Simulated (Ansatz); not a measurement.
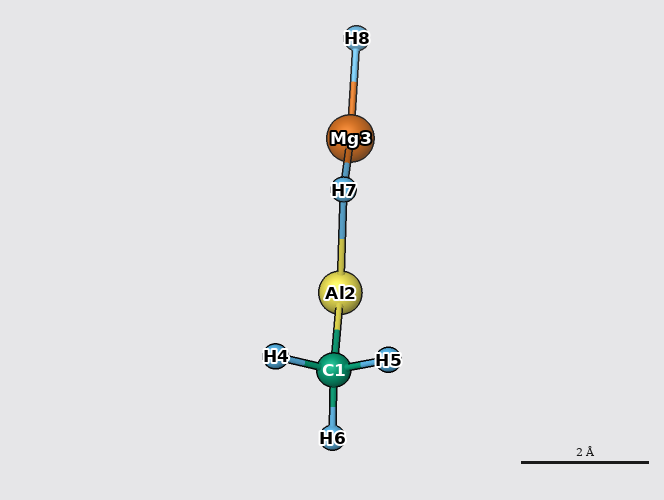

The atoms are numbered. The geometry was computed by an optimisation with PBE-D4/def2-SVP. No frequency run is at hand to confirm it as a minimum.

Estimate the angles Al2–C1–H4, Al2–C1–H5, Al2–C1–H6, H4–C1–H5, H4–C1–H6, H5–C1–H6, C1–Al2–H7, H7–Mg3–H8, Al2–H7–Mg3.

```tsv
angle	degrees
Al2–C1–H4	110.0
Al2–C1–H5	110.6
Al2–C1–H6	112.8
H4–C1–H5	106.7
H4–C1–H6	108.1
H5–C1–H6	108.4
C1–Al2–H7	99.1
H7–Mg3–H8	136.0
Al2–H7–Mg3	85.1
```
